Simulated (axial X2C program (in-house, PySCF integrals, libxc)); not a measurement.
**Relativistic diatomic calculation, with input and output: WCl⁻**

System: WCl⁻, single determinant with Ω = 2.
Method: PBE, two-component X2C with atomic mean-field Coulomb and Gaunt terms, W dyall-acv3z, Cl dyall-av3z (cores contracted) (axial X2C program (in-house, PySCF integrals, libxc)).

Results in brief:

| quantity | value |
| --- | --- |
| outcome | converged; a filled level lies above zero |
| bond length rₑ | 2.335 Å |
| ωₑ | 302.1 cm⁻¹ |
| energy at the minimum | −16604.00316 hartree |
| depth below the fragments | 1.82 eV |
| hardware | 1 thread of Arm Neoverse V1, 112 GiB of memory available, shared host |
| wall time | 6.7 s |
| peak memory | 1 GiB |

Notes:

The highest filled level (PBE, up to 1.09 eV) lies above zero. That is common for anions, where the functional's self-interaction leaves the outer electrons unbound; only the finite basis holds them, so such levels depend on it.

Input:
```
{"zs": [74, 17], "q": -1, "bas": ["dyall-acv3z", "dyall-av3z"], "levels": ["PBE0", "HF", "PBE"], "cc": true, "r0": 2.36, "thr": -1.0, "nmax": 90, "npts": 10, "nst": 2, "ntry": 6}
```

The line is the task of a batch: nuclear charges, charge, bases, the levels to run, a first guess of the distance and further settings. This report covers PBE with spin-orbit coupling. The log is that of the reference distance 2.36 Å.

The run was one of a batch that the task file lists, launched with:
```bash
python <driver script> task.json out
```

Output:
```
two-component X2C + atomic mean field  PBE
basis functions 256  fitting functions 1241  grid points 5079
iter        total energy     max residual
   1     -16603.995713428     3.24e-01
   2     -16604.001056273     1.70e-02
   3     -16603.995329821     3.15e-02
   4     -16604.002690410     3.08e-03
   5     -16604.002717404     3.50e-03
   6     -16604.003048839     3.61e-04
   7     -16604.003053208     1.08e-04
   8     -16604.003056156     4.72e-05
   9     -16604.003056647     3.31e-05
  10     -16604.003056761     1.10e-05
  11     -16604.003056767     2.52e-06
  12     -16604.003056767     8.15e-07
converged
one-electron -23351.20544590  Coulomb 6836.26772057  exact exchange 0.00000000  xc functional -357.06109387  nuclear repulsion 282.07836074  atomic mean-field constant -14.08259830
```

The points of the curve:

```
R (Å)    E (hartree)  dipole (D; origin at the first atom, positive when the second is positive)  highest filled (eV)  lowest empty (eV)
2.053  −16603.979971                                                                       −0.79                 1.09               1.73
2.148  −16603.994457                                                                       −1.06                 0.97               1.69
2.218  −16604.000179                                                                       −1.31                 0.88               1.63
2.289  −16604.002749                                                                       −1.61                 0.82               1.55
2.360  −16604.003057                                                                       −1.96                 0.76               1.46
2.443  −16604.001403                                                                       −2.41                 0.70               1.34
2.525  −16603.998312                                                                       −2.91                 0.63               1.22
2.631  −16603.993131                                                                       −3.60                 0.53               1.06
2.761  −16603.985962                                                                       −4.50                 0.40               0.86
2.950  −16603.975526                                                                       −5.86                 0.22               0.59
```

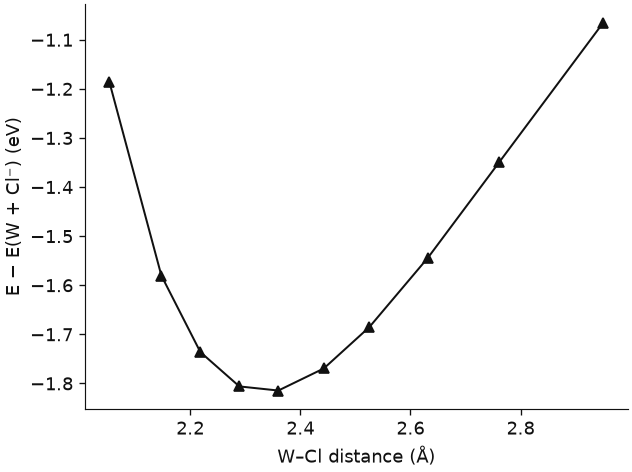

*Energy at 10 bond lengths, for one set of occupations held fixed; the line joins the points.*

A polynomial of degree 6 through 9 points gives rₑ = 2.335 Å, ωₑ = 302.1 cm⁻¹, ωₑxₑ = 1.5 cm⁻¹ and Bₑ = 0.1052 cm⁻¹. The minimum lies 1.82 eV below W + Cl⁻, each computed as one determinant at the same level.

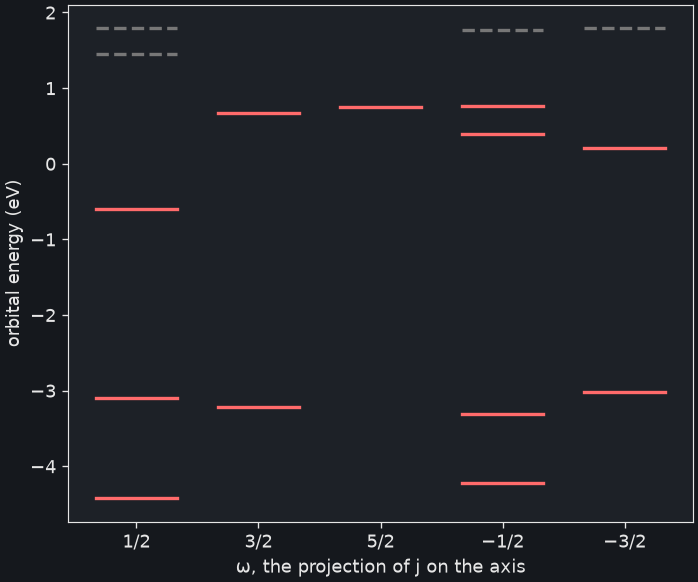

*Orbital energies near the frontier at 2.36 Å, filled (solid) and empty (dashed).*

The highest filled spinor (−1/2; 70 % W s, 12 % W p) lies at 0.76 eV, the lowest empty one (1/2; 49 % W d, 30 % W p) at 1.46 eV. A filled level above zero is held only by the finite basis .
